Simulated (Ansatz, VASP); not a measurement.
# Si (Si(110)) in two plane-wave programs, part 2 of 2

Aim: how closely do two programs agree when they are given the same cell, functional and k mesh?  Valence electrons are named where the data sets of a main pair hold unlike numbers.

VASP 6.6.1 and Ansatz 0.2.0.

So far: Starting point; Ansatz: band structure, PBE.

## 3. VASP: band structure, PBE

Level of this step: PBE; plane waves and PAW (Si) (VASP).

The same cell, functional, mesh and smearing now go to VASP, with its own data sets.

Lines of VASP's logs that name or quote its potential files are left out, and so is its time.

Input file INCAR:

```
SYSTEM = Si
PREC = Normal
ENCUT = 320
EDIFF = 1E-06
NELM = 120
ISMEAR = 0
SIGMA = 0.03
LREAL = Auto
ALGO = Fast
GGA = PE
NBANDS = 54
LORBIT = 11
LWAVE = .FALSE.
LCHARG = .TRUE.
KPAR = 2
IDIPOL = 3
LDIPOL = .TRUE.
DIPOL = 0.5 0.5 0.5
LVHAR = .TRUE.
LVACPOTAV = .TRUE.
NEDOS = 1500
```

Input file POSCAR:

```
Si
1.0
    4.0216247038      0.0000000000      0.0000000000
    0.0000000000      5.6874361989      0.0000000000
    0.0000000000      0.0000000000     31.2313523748
Si
18
Direct
    0.7500000000      0.4024530343      0.7324397527
    0.2500000000      0.5975469657      0.7324397527
    0.2500000000      0.8878423606      0.6808147070
    0.7500000000      0.1121576394      0.6808147070
    0.7500000000      0.3802472207      0.6219327015
    0.2500000000      0.6197527793      0.6219327015
    0.2500000000      0.8780257938      0.5608644569
    0.7500000000      0.1219742062      0.5608644569
    0.7500000000      0.3785019090      0.5000000000
    0.2500000000      0.6214980910      0.5000000000
    0.2500000000      0.8780257938      0.4391355431
    0.7500000000      0.1219742062      0.4391355431
    0.7500000000      0.3802472207      0.3780672985
    0.2500000000      0.6197527793      0.3780672985
    0.2500000000      0.8878423606      0.3191852930
    0.7500000000      0.1121576394      0.3191852930
    0.7500000000      0.4024530343      0.2675602473
    0.2500000000      0.5975469657      0.2675602473
```

Input file KPOINTS:

```
Automatic mesh
0
Gamma
6 4 1
0 0 0
```

Input file KPOINTS_OPT:

```
Line mode
14
Line-mode
Reciprocal
  0.00000000   0.00000000   0.00000000 GAMMA
  0.50000000   0.00000000   0.00000000 X

  0.50000000   0.00000000   0.00000000 X
  0.50000000   0.50000000   0.00000000 S

  0.50000000   0.50000000   0.00000000 S
  0.00000000   0.50000000   0.00000000 Y

  0.00000000   0.50000000   0.00000000 Y
  0.00000000   0.00000000   0.00000000 GAMMA

  0.00000000   0.00000000   0.00000000 GAMMA
  0.50000000   0.50000000   0.00000000 S
```

PAW data sets: Si (PBE family, release 64).

Started as:

```sh
mpirun -np 4 vasp_std
```

Numbers of over 12 decimals in the logs are rounded to 6 here.

Output:

```text
[banner, memory and clock lines left out]
running    4 mpi-ranks, on    1 nodes
 distrk:  each k-point on    2 cores,    2 groups
 distr:  one band on    1 cores,    2 groups

 POSCAR found type information on POSCAR Si
 POSCAR found :  1 types and      18 ions
 LDA part: xc-table for (Slater+PW92), standard interpolation
 POSCAR, INCAR and KPOINTS ok, starting setup
 FFT: planning ... GRIDC
 FFT: planning ... GRID_SOFT
 FFT: planning ... GRID
 WAVECAR not read
 entering main loop
       N       E                     dE             d eps       ncg     rms          rms(c)
DAV:   1     0.223147627141E+03    0.22315E+03   -0.18937E+04  1296   0.690E+02
DAV:   2    -0.716499007950E+02   -0.29480E+03   -0.28215E+03  1690   0.153E+02
DAV:   3    -0.936476565348E+02   -0.21998E+02   -0.21561E+02  1592   0.401E+01
DAV:   4    -0.945109463661E+02   -0.86329E+00   -0.85940E+00  1936   0.922E+00
DAV:   5    -0.945381766846E+02   -0.27230E-01   -0.27219E-01  1858   0.158E+00    0.137E+01
RMM:   6    -0.932249429699E+02    0.13132E+01   -0.10952E+00  1368   0.221E+00    0.819E+00
RMM:   7    -0.927349806754E+02    0.48996E+00   -0.23621E+00  1541   0.343E+00    0.781E-01
RMM:   8    -0.927295599266E+02    0.54207E-02   -0.18088E-01  1547   0.148E+00    0.448E-01
RMM:   9    -0.927311342566E+02   -0.15743E-02   -0.48336E-02  1647   0.733E-01    0.269E-01
RMM:  10    -0.927336229459E+02   -0.24887E-02   -0.13356E-02  1771   0.354E-01    0.164E-01
RMM:  11    -0.927334460544E+02    0.17689E-03   -0.40528E-03  1520   0.206E-01    0.811E-02
RMM:  12    -0.927336448549E+02   -0.19880E-03   -0.15844E-03  1793   0.118E-01    0.624E-02
RMM:  13    -0.927339302365E+02   -0.28538E-03   -0.51479E-04  1658   0.622E-02    0.115E-02
RMM:  14    -0.927340995355E+02   -0.16930E-03   -0.25340E-04  1767   0.350E-02    0.215E-02
RMM:  15    -0.927342662192E+02   -0.16668E-03   -0.44336E-05  1621   0.191E-02    0.510E-03
RMM:  16    -0.927343372319E+02   -0.71013E-04   -0.25627E-05  1531   0.108E-02    0.734E-03
RMM:  17    -0.927343712496E+02   -0.34018E-04   -0.89368E-06  1393   0.713E-03    0.166E-03
RMM:  18    -0.927343784791E+02   -0.72295E-05   -0.23028E-06  1172   0.392E-03    0.187E-03
RMM:  19    -0.927343912554E+02   -0.12776E-04   -0.21988E-06  1113   0.278E-03    0.922E-04
RMM:  20    -0.927343998497E+02   -0.85942E-05   -0.29865E-07   858   0.167E-03    0.865E-04
RMM:  21    -0.927344116294E+02   -0.11780E-04   -0.45629E-07   816   0.140E-03    0.319E-04
RMM:  22    -0.927344142359E+02   -0.26066E-05   -0.11562E-07   569   0.100E-03    0.131E-04
RMM:  23    -0.927344152058E+02   -0.96986E-06   -0.62054E-08   498   0.893E-04
|                                                                             |
|           W    W    AA    RRRRR   N    N  II  N    N   GGGG   !!!           |
|           W    W   A  A   R    R  NN   N  II  NN   N  G    G  !!!           |
|           W    W  A    A  R    R  N N  N  II  N N  N  G       !!!           |
|           W WW W  AAAAAA  RRRRR   N  N N  II  N  N N  G  GGG   !            |
|           WW  WW  A    A  R   R   N   NN  II  N   NN  G    G                |
|           W    W  A    A  R    R  N    N  II  N    N   GGGG   !!!           |
|                                                                             |
|     Did not find any points to average over, which means that no vacuum     |
|     field-free region was found. Please increase the size of  your cell     |
|     in the dimension of the dipole correction to obtain accurate            |
|     workfunction values.                                                    |
|                                                                             |

   1 F= -.92734415E+02 E0= -.92733258E+02  d E =-.231500E-02
 Start KPOINTS_OPT (optional k-point list driver)
k-point batch [1-12\70]
       N       E                     dE             ncg
DAV:   1    -0.797948163109E+02   -0.68538E+04     1296
DAV:   2    -0.346243548061E+04   -0.33826E+04     1706
DAV:   3    -0.371887210073E+04   -0.25644E+03     1552
DAV:   4    -0.372825312014E+04   -0.93810E+01     1848
DAV:   5    -0.372856991134E+04   -0.31679E+00     1816
DAV:   6    -0.372858358069E+04   -0.13669E-01     1930
DAV:   7    -0.372858407360E+04   -0.49290E-03     1824
DAV:   8    -0.372858410070E+04   -0.27107E-04     1664
DAV:   9    -0.372858410270E+04   -0.19961E-05     1288
DAV:  10    -0.372858410286E+04   -0.15783E-06     1016
[...]
k-point batch [61-70\70]
       N       E                     dE             ncg
DAV:   1     0.307038681735E+02   -0.12217E+05     1080
DAV:   2    -0.271194333009E+04   -0.27426E+04     1424
DAV:   3    -0.290558326822E+04   -0.19364E+03     1322
DAV:   4    -0.291226847967E+04   -0.66852E+01     1592
DAV:   5    -0.291246531958E+04   -0.19684E+00     1520
DAV:   6    -0.291247441730E+04   -0.90977E-02     1648
DAV:   7    -0.291247474802E+04   -0.33072E-03     1544
DAV:   8    -0.291247476342E+04   -0.15393E-04     1312
DAV:   9    -0.291247476455E+04   -0.11363E-05     1144
DAV:  10    -0.291247476466E+04   -0.10758E-06      960
```

From OUTCAR (step 3):

```text
ion  position               nearest neighbor table
   1  0.750  0.402  0.732-   2 2.30   2 2.30   4 2.31
   2  0.250  0.598  0.732-   1 2.30   1 2.30   3 2.31
   3  0.250  0.888  0.681-   2 2.31   4 2.38   4 2.38   6 2.39
   4  0.750  0.112  0.681-   1 2.31   3 2.38   3 2.38   5 2.39
   5  0.750  0.380  0.622-   4 2.39   8 2.41   6 2.43   6 2.43
   6  0.250  0.620  0.622-   3 2.39   7 2.41   5 2.43   5 2.43
   7  0.250  0.878  0.561-  10 2.40   6 2.41   8 2.44   8 2.44
   8  0.750  0.122  0.561-   9 2.40   5 2.41   7 2.44   7 2.44
   9  0.750  0.379  0.500-   8 2.40  12 2.40  10 2.44  10 2.44
  10  0.250  0.621  0.500-   7 2.40  11 2.40   9 2.44   9 2.44
  11  0.250  0.878  0.439-  10 2.40  14 2.41  12 2.44  12 2.44
  12  0.750  0.122  0.439-   9 2.40  13 2.41  11 2.44  11 2.44
  13  0.750  0.380  0.378-  16 2.39  12 2.41  14 2.43  14 2.43
  14  0.250  0.620  0.378-  15 2.39  11 2.41  13 2.43  13 2.43
  15  0.250  0.888  0.319-  18 2.31  16 2.38  16 2.38  14 2.39
  16  0.750  0.112  0.319-  17 2.31  15 2.38  15 2.38  13 2.39
  17  0.750  0.402  0.268-  18 2.30  18 2.30  16 2.31
  18  0.250  0.598  0.268-  17 2.30  17 2.30  15 2.31

  LATTYP: Found a simple orthorhombic cell.
 ALAT       =     4.0216247038
 B/A-ratio  =     1.4142135624
 C/A-ratio  =     7.7658545178

 Subroutine GETGRP returns: Found  8 space group operations
 (whereof  4 operations were pure point group operations)

The static configuration has the point symmetry C_2h.
 The point group associated with its full space group is D_2h.

 Found     12 irreducible k-points:

   k-points           NKPTS =     12   k-points in BZ     NKDIM =     12   number of bands    NBANDS=     54

   dimension x,y,z NGX =    18 NGY =   28 NGZ =  140
   dimension x,y,z NGXF=    36 NGYF=   56 NGZF=  280

   ENCUT  =  320.0 eV  23.52 Ry    4.85 a.u.   5.87  8.30 45.55*2*pi/ulx,y,z

   NELECT =      72.0000    total number of electrons

 k-points in reciprocal lattice and weights: Automatic mesh
   0.00000000  0.00000000  0.00000000       0.042
   0.16666667  0.00000000  0.00000000       0.083
   0.33333333  0.00000000  0.00000000       0.083
   0.50000000  0.00000000  0.00000000       0.042
   0.00000000  0.25000000  0.00000000       0.083
   0.16666667  0.25000000  0.00000000       0.167
   0.33333333  0.25000000  0.00000000       0.167
   0.50000000  0.25000000  0.00000000       0.083
   0.00000000  0.50000000  0.00000000       0.042
   0.16666667  0.50000000  0.00000000       0.083
   0.33333333  0.50000000  0.00000000       0.083
   0.50000000  0.50000000  0.00000000       0.042

 dipolmoment           0.000000      0.000000      0.000000 electrons x Angstroem

 average (electrostatic) potential at core
       1 -88.5645       2 -88.5645       3 -88.7110       4 -88.7110       5 -88.8034
       6 -88.8034       7 -88.8239       8 -88.8239       9 -88.8073      10 -88.8073
      11 -88.8239      12 -88.8239      13 -88.8034      14 -88.8034      15 -88.7110
      16 -88.7110      17 -88.5645      18 -88.5645

 E-fermi :   0.7410

 k-point     1 :       0.0000    0.0000    0.0000
  band No.  band energies     occupation
    ...
     32      -0.3187      2.00000
     33      -0.0663      2.00000
     34       0.1437      2.00000
     35       0.6458      1.99999
     36       0.6618      1.99981
     37       0.9197      0.00000
     38       1.0191      0.00000
     39       1.4669      0.00000
     40       1.8880      0.00000
     41       2.0309      0.00000
    ...

 k-point     2 :       0.1667    0.0000    0.0000
  band No.  band energies     occupation
    ...
     32      -0.9892      2.00000
     33      -0.7538      2.00000
     34      -0.2807      2.00000
     35       0.1740      2.00000
     36       0.2531      2.00000
     37       1.8764      0.00000
     38       2.0650      0.00000
     39       2.2554      0.00000
     40       2.2773      0.00000
     41       2.5275      0.00000
    ...

 k-point     3 :       0.3333    0.0000    0.0000
  band No.  band energies     occupation
    ...
     32      -1.4368      2.00000
     33      -1.3314      2.00000
     34      -0.5245      2.00000
     35      -0.0845      2.00000
     36       0.1207      2.00000
     37       1.3430      0.00000
     38       1.3804      0.00000
     39       1.5937      0.00000
     40       1.6573      0.00000
     41       2.1384      0.00000
    ...

  Total      -15.4163276     -5.4916909     -0.0936706      0.0000000      0.0000000      0.0000000
  in kB      -34.5766286    -12.3170810     -0.2100899      0.0000000      0.0000000      0.0000000
  external PRESSURE =     -15.7012665 kB  Pullay stress =       0.0000000 kB

  energy-cutoff  :      320.00
  volume of cell :      714.35
      direct lattice vectors                 reciprocal lattice vectors
     4.021624704  0.000000000  0.000000000     0.248655723  0.000000000  0.000000000
     0.000000000  5.687436199  0.000000000     0.000000000  0.175826148  0.000000000
     0.000000000  0.000000000 31.231352375     0.000000000  0.000000000  0.032019107

 POSITION                                       TOTAL-FORCE (eV/Angst)
 -----------------------------------------------------------------------------------
      3.01622      2.28893     22.87508        -0.000000     -0.005353      0.024924
      1.00541      3.39851     22.87508        -0.000000      0.005353      0.024924
      1.00541      5.04955     21.26276        -0.000000     -0.004274      0.015607
      3.01622      0.63789     21.26276         0.000000      0.004274      0.015607
      3.01622      2.16263     19.42380        -0.000000     -0.015396     -0.020719
      1.00541      3.52480     19.42380         0.000000      0.015396     -0.020719
      1.00541      4.99372     17.51656        -0.000000      0.005123     -0.015687
      3.01622      0.69372     17.51656         0.000000     -0.005123     -0.015687
      3.01622      2.15271     15.61568        -0.000000      0.003267      0.000000
      1.00541      3.53473     15.61568        -0.000000     -0.003267     -0.000000
      1.00541      4.99372     13.71480         0.000000      0.005123      0.015687
      3.01622      0.69372     13.71480        -0.000000     -0.005123      0.015687
      3.01622      2.16263     11.80755         0.000000     -0.015396      0.020719
      1.00541      3.52480     11.80755        -0.000000      0.015396      0.020719
      1.00541      5.04955      9.96859        -0.000000     -0.004274     -0.015607
      3.01622      0.63789      9.96859        -0.000000      0.004274     -0.015607
      3.01622      2.28893      8.35627        -0.000000     -0.005353     -0.024924
      1.00541      3.39851      8.35627        -0.000000      0.005353     -0.024924
 -----------------------------------------------------------------------------------
    total drift:                               -0.000000      0.000000      0.000000

  FREE ENERGIE OF THE ION-ELECTRON SYSTEM (eV)
  ---------------------------------------------------
  free  energy   TOTEN  =       -92.7344152058 eV

  energy  without entropy=      -92.7321002050  energy(sigma->0) =      -92.73325771

 vacuum level on the upper side and lower side of the slab         5.502         5.502

 total charge
# of ion       s       p       d       tot
------------------------------------------
    1        0.772   0.892   0.000   1.664
    2        0.772   0.892   0.000   1.664
    3        0.761   0.905   0.000   1.667
    4        0.761   0.905   0.000   1.667
    5        0.758   0.882   0.000   1.641
    6        0.758   0.882   0.000   1.641
    7        0.756   0.882   0.000   1.638
    8        0.756   0.882   0.000   1.638
    9        0.754   0.887   0.000   1.640
   10        0.754   0.887   0.000   1.640
   11        0.756   0.882   0.000   1.638
   12        0.756   0.882   0.000   1.638
   13        0.758   0.882   0.000   1.641
   14        0.758   0.882   0.000   1.641
   15        0.761   0.905   0.000   1.667
   16        0.761   0.905   0.000   1.667
   17        0.772   0.892   0.000   1.664
   18        0.772   0.892   0.000   1.664
--------------------------------------------------
tot         13.701  16.017   0.000  29.718

[... 3 further parts left out ...]
```

## 4. Differences

Known differences besides the potentials themselves: the cutoff is 420 eV in Ansatz and 320 eV in VASP (PREC = Normal, projectors in real space); VASP leaves aspherical gradient terms in its spheres out (LASPH is not set), Ansatz keeps them. Total energies have different zeros and are not compared.

Compared:

| quantity | Ansatz | VASP | difference |
| --- | --- | --- | --- |
| work function, lower of the two faces (eV) | 4.76 | 4.76 | 0.00 |
| work function, higher of the two faces (eV) | 4.76 | 4.76 | 0.00 |

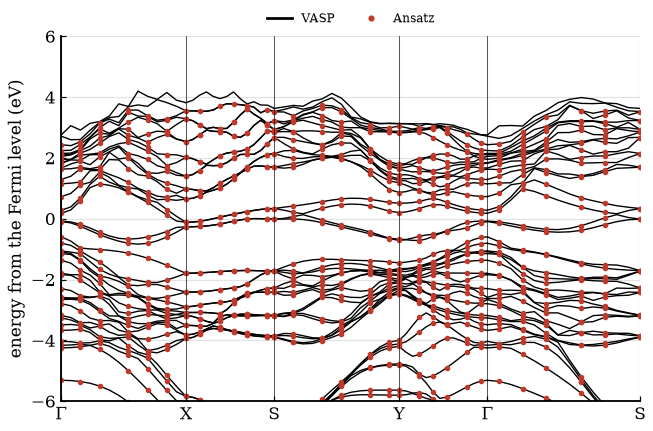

Bands from VASP (lines) and levels from Ansatz (dots). Dots without a line are higher empty bands that the VASP plot leaves out.

At this near-relaxed geometry the largest component of a force difference is 12 meV/Å. Levels from 3 eV below to 2 eV above the Fermi level differ by 2 meV r.m.s. and 7 meV at most; each VASP level is matched to the nearest of Ansatz, which flatters the figure a little. VASP's log warns that it found no field-free region in the vacuum, so its work functions are uncertain. With vacuum in the cell, a pressure given here is an average over mostly empty space and none of the material.

## 5. Summary of results

```yaml
r_m_s_difference_of_levels_near_the_fermi_level_band_structure_pbe: 1.8 meV
```

**Reading.** The r.m.s. difference of levels near the Fermi level is 1.8 meV (band structure, PBE), within the 80 meV picked in this series as the mark of a large difference. How closely two codes agree says nothing of how well the functional describes the real material.

[Lines on the potential files, build, host, timing and source positions are cut from VASP's logs without a mark.]

[Logs are printed without paths, hosts, clocks, repeated set-up lines and the standing remarks that a program may print on its own settings, such as how far it seeks lower states.]

[Hosts, paths, dates, database ids (printed as entryN), source tags and the programs' standing remarks are cut or masked in the printed files.]
